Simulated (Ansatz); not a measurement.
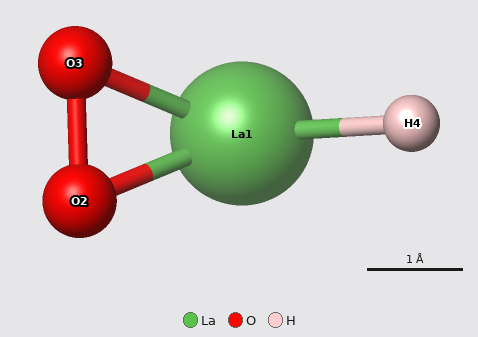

Fig. 1: The input geometry (ball-and-stick view, seen at a tilt; atoms are numbered from 1 in the order of the input). Sticks mark near contacts. Bond lengths as drawn: H–La 2.19 Å, La–O 2.18 to 2.20 Å and O–O 1.45 Å.

**Run report: LaHO2, single-point calculation**

The run: single-point calculation of LaHO2. Method and program: RKS r2SCAN-d3bj/def2-TZVP (Ansatz 0.2.0).

Some settings of this run were made unusual or wrong on purpose. The geometry comes from this level: r2SCAN-D4/def2-TZVP. Figures and captions count atoms from 1; the log counts them from 0 in places.

Input
```yaml
crystal:
  periodic: [false, false, false]
  atoms:
    - {symbol: La, position_ang: [-0.012852, -0.555619, -0.810458]}
    - {symbol: O, position_ang: [0.436278, -0.596194, 1.324308]}
    - {symbol: O, position_ang: [-0.968787, -0.282733, 1.148328]}
    - {symbol: H, position_ang: [0.533406, 1.381103, -1.669377]}
basis:
  gaussian: {orbitals: def2-TZVP, final_grid: {core_spheres: 1, valence_spheres: 1, degree: 3}}
hamiltonian: {xc: {name: r2SCAN}}
scf: {lower_state_search: off}
output: {forces: true}
```

Hardware: 2 threads of Arm Neoverse V2, 23 GiB of memory available, shared host.

Launch command:
```bash
ansatz run in.yaml --threads 2 --pin off --events-out ev --progress --plain --max-ram 4352MiB
```

Output
```
Functional definition: r2SCAN
  name "r2SCAN"
  cite "Furness, Kaplan, Ning, Perdew & Sun, J. Phys. Chem. Lett. 11, 8208 (2020) doi:10.1021/acs.jpclett.0c02405"
  cite "Furness, Kaplan, Ning, Perdew & Sun, J. Phys. Chem. Lett. 11, 9248 (2020) doi:10.1021/acs.jpclett.0c03077"
  parent r2scan
  parameter k0 = 0.174
  parameter k1 = 0.065
  parameter a1 = 4.9479
  exchange = r2scan_x(k0 = k0, k1 = k1, a1 = a1)
  correlation = r2scan_c
these checks for a lower state are left out or cut short: stability, starts, cluster_reference, orbital_swaps, neighbouring_geometries, increment
664 factors; their error is unknown
mean field evaluation 1: about -4958.7944 eV, gradient 6.5e1 eV
mean field evaluation 2: about -4554.5820 eV, gradient 3.4e2 eV
mean field evaluation 4: about -4967.2990 eV, gradient 2.0e1 eV
mean field evaluation 8: about -4968.2873 eV, gradient 1.1e-1 eV
mean field evaluation 16: about -5028.2440 eV, gradient 2.8e0 eV
mean field evaluation 32: about -5028.9891 eV, gradient 3.7e-2 eV
a density is far from that of the atoms, so the factors are made again for it
997 factors; integrals over basis functions are off by at most 8.1e-4 eV
mean field -5028.96218429 eV, -184.8109515196 hartree, gradient 2.9e-6 eV, S^2 0.000000; 0 other end points of the search recorded, 0 dependent functions left out
the calculation of the forces begins
reference -5028.96220260 eV, -184.8109521927 hartree; 14, 14 occupied and 94, 94 virtual orbitals, 997 factors
Total energy: -5028.96220260 eV, -184.8109521927 hartree
Atom 0 at    -0.012852    -0.555619    -0.810458 Å, force     4.070152     1.689925    20.189887 eV/Å
Atom 1 at     0.436278    -0.596194     1.324308 Å, force   -28.042191     5.454882   -22.374862 eV/Å
Atom 2 at    -0.968787    -0.282733     1.148328 Å, force    23.318709    -6.803011     3.922697 eV/Å
Atom 3 at     0.533406     1.381103    -1.669377 Å, force     0.653329    -0.341796    -1.737721 eV/Å
Dipole moment:    -0.581726    -0.144706    -2.577469 e Å
Checks for a lower state left out: stability, starts, cluster_reference, orbital_swaps, neighbouring_geometries, increment
```

What the run reported

```csv
quantity,value
outcome,converged
total energy,−5028.9622 eV
largest force (length of the vector),36.287 eV/Å
dipole moment,12.71 D
wall time,4.3 s (CPU time 8 s)
peak memory,0.15 GiB
```

This input holds a deliberate fault: grid. The run converged all the same; its numbers are those of the faulty input and shouldn't be used.
